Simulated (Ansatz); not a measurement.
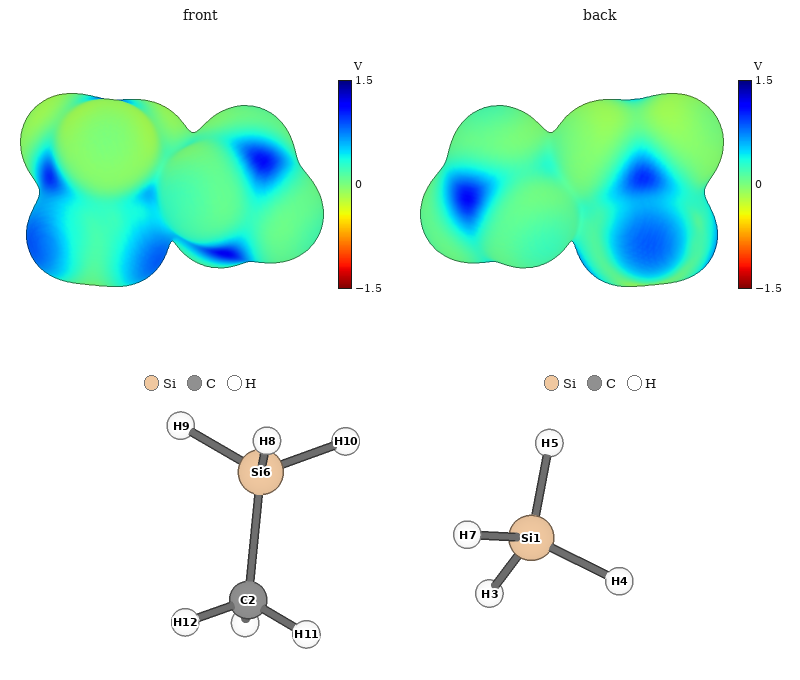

Figure 1: SiH$_{4}$···CH$_{6}$Si. The molecular electrostatic potential painted on the density surface at 0.002 e/bohr³, seen from the front and from behind; red is negative and blue positive. The bare structure is drawn below in the same view.

The product side of a reaction path; geometry: PBE0-D4/def2-TZVP.

Method: RKS PBE0-D4/def2-TZVPP in Ansatz 0.2.0.

```yaml
atoms:
  - { symbol: Si, position_ang: [-1.2908, 1.9174, -0.8878] }
  - { symbol: C, position_ang: [1.1130, -1.5062, -0.3306] }
  - { symbol: H, position_ang: [-1.5358, 0.6050, -1.5377] }
  - { symbol: H, position_ang: [-1.5120, 3.0044, -1.8758] }
  - { symbol: H, position_ang: [-2.2177, 2.0906, 0.2575] }
  - { symbol: Si, position_ang: [0.5327, -0.9228, 1.3485] }
  - { symbol: H, position_ang: [0.1136, 1.9728, -0.4068] }
  - { symbol: H, position_ang: [1.4299, 0.1371, 1.8820] }
  - { symbol: H, position_ang: [0.5124, -2.0511, 2.3186] }
  - { symbol: H, position_ang: [-0.8454, -0.3644, 1.2665] }
  - { symbol: H, position_ang: [1.1434, -0.6775, -1.0410] }
  - { symbol: H, position_ang: [2.1153, -1.9352, -0.2651] }
  - { symbol: H, position_ang: [0.4413, -2.2701, -0.7282] }
```

Question: Where is the surface potential most negative and most positive?

Answer: The most negative region (about −0.1 V) lies over H8, H9 and H10, the most positive (about +1.1 V, or +25 kcal/mol for a unit charge) over Si1.
